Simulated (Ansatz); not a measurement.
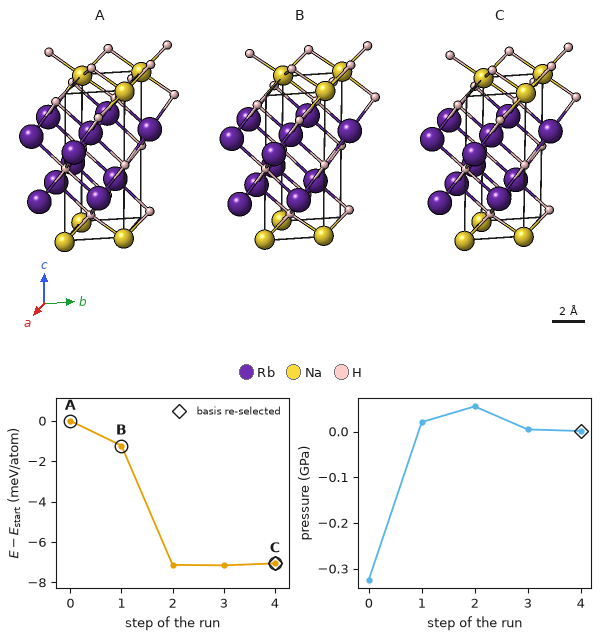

Frames of a relaxation of crystalline Rb2NaH3 (built on the K2NaCl3-164 type type), marked on the history of the run. Style: ball-and-stick. Shown: the cell of the calculation, reduced to other axes, slightly off an axis. Lengths and directions refer to the drawn axes.

Case: shaken.

Theory: Ansatz 0.2.0, DFT, PBEsol, plane waves, PAW. Settings: plane-wave cutoff 420 eV; k-point mesh 6 × 6 × 2; occupations fermi dirac; smearing width 0.05 eV; no spin polarisation; cell and atoms relaxed; force threshold 0.01 eV/Å; at most 120 steps.

What happens along the run?

Answer. The energy falls by 7.1 meV per atom in 3 accepted moves (4 points after the start). The largest force component goes from 0.25 to 0.0013 eV/Å. The pressure goes from −0.32 to 0.00 GPa. At 1 point the geometry stayed and the basis and grid were re-selected for the new cell (energy shift of 0.1 meV per atom at most each time). The atom that moves furthest relative to the cell is a Rb atom (0.094 Å roughly along [3 1 0]). By element the largest moves are Rb 0.094 Å, H 0.085 Å, Na 0.041 Å. The volume changes by −2.2 %, with a 3.915 → 3.910 Å (−0.1 %), b 3.918 → 3.917 Å (0.0 %), c 9.949 → 9.778 Å (−1.7 %), α 90.7° → 90.0°, β 91.0° → 90.1°, γ 119.7° → 120.1°. Some distances before and after: H–Rb 3.052 → 2.891 Å, H–Rb 3.017 → 2.875 Å, H–Rb 2.741 → 2.872 Å, H–Rb 3.002 → 2.891 Å. Among the angles between lasting bonds that change: H–Rb–H 174.8° → 179.6°, H–Rb–H 82.0° → 85.9°, Rb–H–Rb 82.0° → 85.9°. Within 0.06 Å the space group is P1 at the start and P-3m1 at the end; at a tighter tolerance small leftover displacements or strains of the cell lower it. From step 0 to 1: a Rb atom moves most (0.15 Å), volume −1.7 %, energy −1.2 meV per atom. From step 1 to 4: the Na atom moves most (0.10 Å), volume −0.4 %, energy −5.8 meV per atom.
